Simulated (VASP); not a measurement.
Energy against volume of KZnF3 (cubic perovskite). Method: AM05 GGA, VASP's PBE PAW potentials (set 64) (plane waves; VASP 6.6.1).

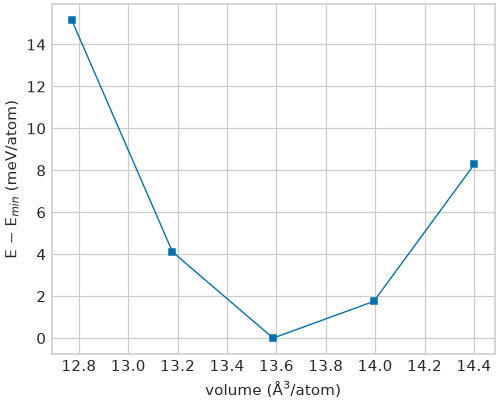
*Energy against volume*

Problem. Estimate the equilibrium volume and the bulk modulus.

Solution. The minimum lies near 13.7 Å³/atom, and the curvature gives B0 of about 74 GPa.

The compound is KZnF3 in the cubic perovskite structure. It was relaxed first.
